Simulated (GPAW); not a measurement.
A computed O K-edge spectrum of one site in a crystal of Ba, O and Ti, with its zero at a photon energy of about 524.8 eV (raw 533.6 eV, less 8.8 eV of added terms; LDA puts this hole about 4 eV below PBE, itself good to a few eV). Method: GPAW, LDA, full core hole (charged cell) in a small cell, dipole transitions, broadening that rises with energy.

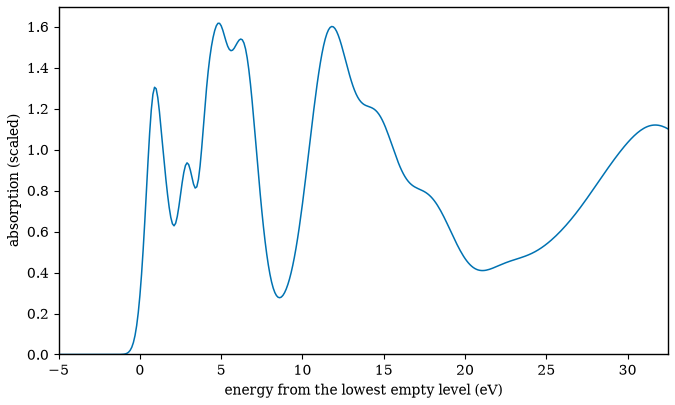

Energy from the lowest empty level; intensity scaled to a mean of 1 over the first 20 eV.

Which coordination does this site have?

A K edge sees empty p states; the first features are O p mixed into the empty d states of the Ti neighbours, and the broad ones above probably into the cations' higher empty bands. It is atom 3 of BaTiO3 (R3m), with 1 Ti at 1.87 Å and 1 Ti at 2.14 Å (linear, site symmetry m). Its main maxima below 24 eV lie at 0.9 eV (1.30), 2.9 eV (0.94), 4.8 eV (1.62), 6.2 eV (1.54) and 11.8 eV (1.60). A near-edge spectrum doesn't fix the structure by itself; it is matched against candidates. The holes are only 5.7 Å apart, so the shape is probably not converged with cell size; no larger cell was run here. The mesh is coarse (0.27 Å⁻¹ between points), so small maxima may be mesh ripples. Lifetime broadening is put in by hand, and intensities beyond about 20 eV depend on it and on the partial waves; weight that the partial waves miss at high energy is lost. The structure is a published determination, not relaxed.

[Hosts, paths, dates, database ids (printed as entryN), source tags and the programs' standing remarks are cut or masked in the printed files.]

[Lists of maxima count a maximum above −3 eV only where it reaches 4 % of the highest in the window and stands out from its surroundings by 2 % of it (1.5 % where it reaches 55 %); shoulders and weaker maxima are passed over, and of the rest the first, up to two pre-edge ones and the few strongest are named.]
